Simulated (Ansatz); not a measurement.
BH4SbSi

Input

```
crystal:
  periodic: [false, false, false]
  atoms:
    - symbol: B
      position_ang: [-0.697288, 0.446452, 1.627098]
    - symbol: Sb
      position_ang: [-1.370035, 1.946509, 0.118832]
    - symbol: Si
      position_ang: [-0.122442, -0.284094, -0.100077]
    - symbol: H
      position_ang: [-0.512217, 0.378579, 2.814388]
    - symbol: H
      position_ang: [-2.009827, 0.759934, 1.483481]
    - symbol: H
      position_ang: [-0.758342, -1.392893, -0.870245]
    - symbol: H
      position_ang: [1.293333, -0.070267, -0.511268]
basis:
  gaussian:
    orbitals: def2-TZVPD
hamiltonian:
  xc: {name: PBE0}
output:
  forces: true
  orbitals: {seedname: orbitals}
```

Command:

```sh
ansatz run input.yaml --threads 1 --pin off --max-ram 2610MiB --events-out events.jsonl --progress --plain --runs-dir runs
```

Geometry: PBE0-D3(BJ)/def2-SVP; core potentials replace the inner electrons of Sb.

Method: Ansatz, isolated molecule in a Gaussian basis; Kohn-Sham density functional theory, functional PBE0.

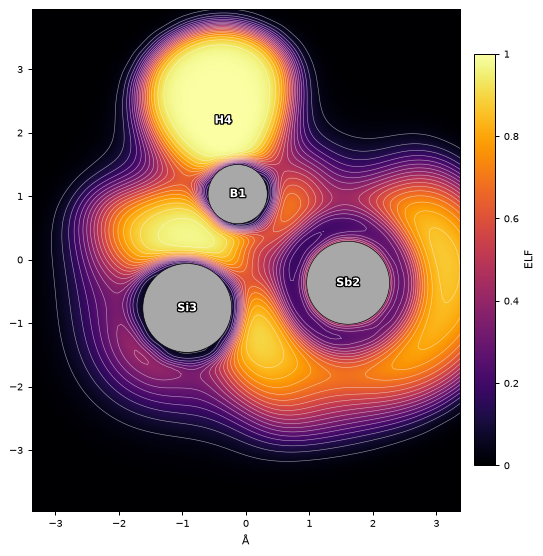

Figure 1. Electron localisation function on the plane of atoms B1, Sb2 and Si3. Grey discs cover the atomic cores.

### What do the fields say about this system?

- Atoms in the plane: B, Sb, Si and H.
- Si–B (1.96 Å): the ELF peaks at about 0.95 between the atoms; localised, covalent bonding.
- B–Sb (2.23 Å): the ELF peaks at about 0.60 in the valence shell of B, 0.8 Å from its nucleus, and drops to about 0.20 between the two atoms.
- Si–Sb (2.57 Å): the ELF peaks at about 0.75 in the valence shell of Si, 1.1 Å from its nucleus, and is about 0.65 at the midpoint.
- B–H (1.20 Å): the ELF climbs to about 1 towards the hydrogen, as it does in any bond to H: a covalent bond by its length.
- The ELF also peaks beside Sb2, away from the bonds: lone-pair regions.

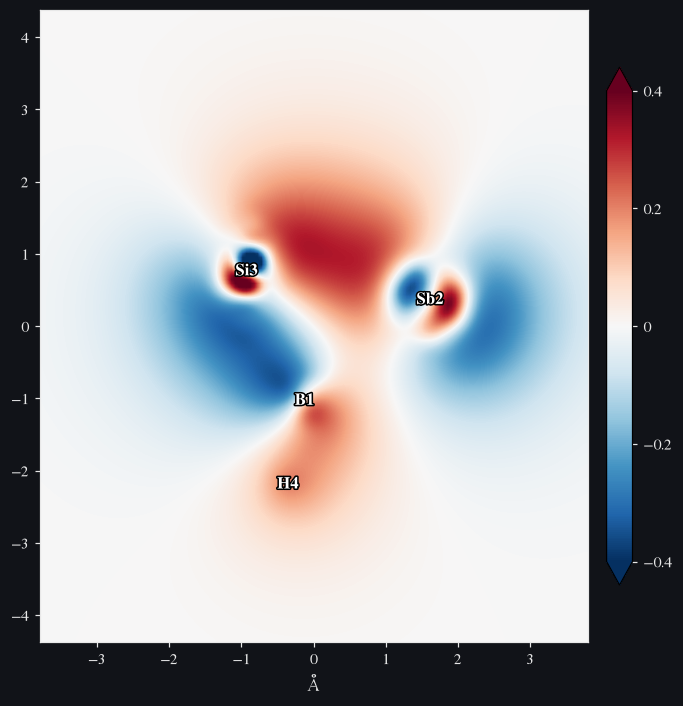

Figure 2. The HOMO on the plane of atoms B1, Si3 and Sb2 (values in Å⁻³ᐟ²; the overall sign is arbitrary).

### Where does this orbital lie, and at what energy?

By Hirshfeld shares it lies mainly on Sb2 (about 45 %), Si3 (about 35 %) and B1 (about 15 %). Its energy is −6.51 eV.
